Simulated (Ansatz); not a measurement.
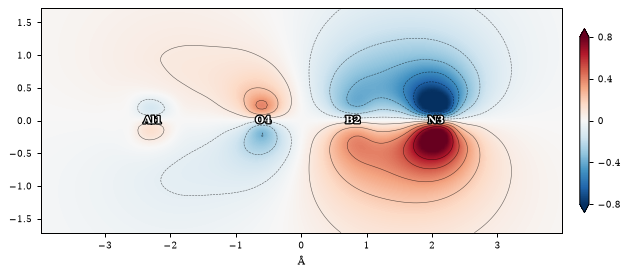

Figure 1: AlBNO (SMILES N#[B-][O][Al]) (charge −1). The HOMO on a plane that holds the molecular axis (values in Å⁻³ᐟ²; the overall sign is arbitrary).

Geometry: PBE0-D3(BJ)/def2-SVPD.

Level of theory: isolated molecule in a Gaussian basis; Kohn-Sham density functional theory, functional PBE0 in Ansatz.

Input file:

```
basis:
  gaussian: {orbitals: def2-TZVPD}
crystal:
  periodic: [false, false, false]
  atoms:
    - {symbol: Al, position_ang: [0.000000, 0.000000, -2.267758]}
    - {symbol: B, position_ang: [0.000000, 0.000000, 0.786977]}
    - {symbol: "N", position_ang: [0.000000, 0.000000, 2.059227]}
    - {symbol: O, position_ang: [0.000000, 0.000000, -0.578446]}
hamiltonian: {xc: {name: PBE0}}
output: {forces: true, orbitals: {seedname: orbitals}}
total_charge: -1
```

Launched as:

```sh
ansatz run input.yaml --threads 2 --pin off --max-ram 4350MiB --events-out events.jsonl --progress --plain --runs-dir runs
```

Question: What is the character of this orbital?

Answer: By Hirshfeld shares it lies mainly on N3 (about 60 %) and B2 (about 30 %); π-bonding across N3–B2. It is one of a degenerate set, so its orientation is arbitrary. Its energy is −0.47 eV.
